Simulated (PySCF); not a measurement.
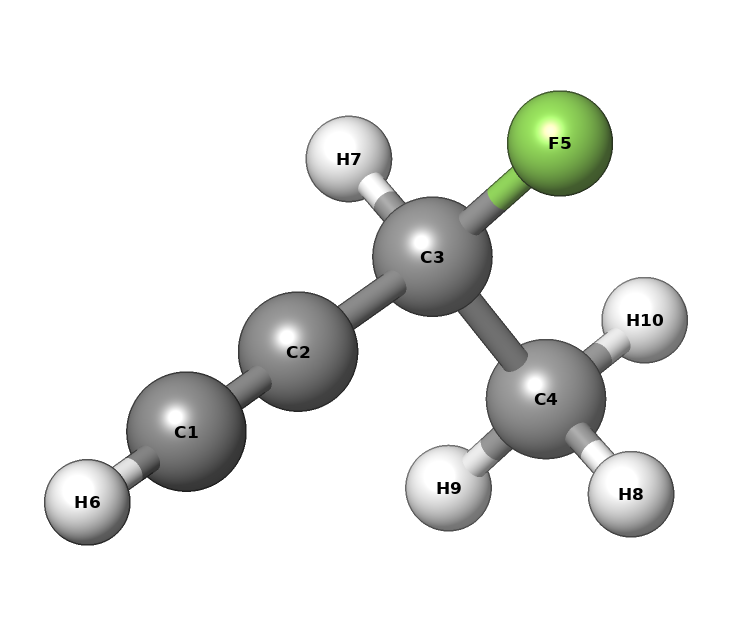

Computed geometry: PBE0-D3(BJ)/def2-SVP optimisation. No frequency run is at hand to confirm it as a minimum. Properties computed with B3LYP/pcJ-1 indirect spin-spin coupling, non-relativistic, gas phase (PySCF 2.14.0). Isotopes: 13C, 19F, 1H.

Give the spin–spin coupling constants of these pairs, with the number of bonds between them: C3/F5, C2/F5, C4/F5, F5/H7, C1/F5, F5/H9, F5/H8, F5/H10.

```json
{"pair": "C3, F5", "bonds apart": "1", "J (Hz)": "−231.2"}
{"pair": "C2, F5", "bonds apart": "2", "J (Hz)": "24.4"}
{"pair": "C4, F5", "bonds apart": "2", "J (Hz)": "24.5"}
{"pair": "F5, H7", "bonds apart": "2", "J (Hz)": "55.0"}
{"pair": "C1, F5", "bonds apart": "3", "J (Hz)": "9.1"}
{"pair": "F5, H9", "bonds apart": "3", "J (Hz)": "48.3"}
{"pair": "F5, H8", "bonds apart": "3", "J (Hz)": "9.8"}
{"pair": "F5, H10", "bonds apart": "3", "J (Hz)": "6.4"}
```

Density functionals are unreliable for couplings to fluorine, so those rows may be far off.
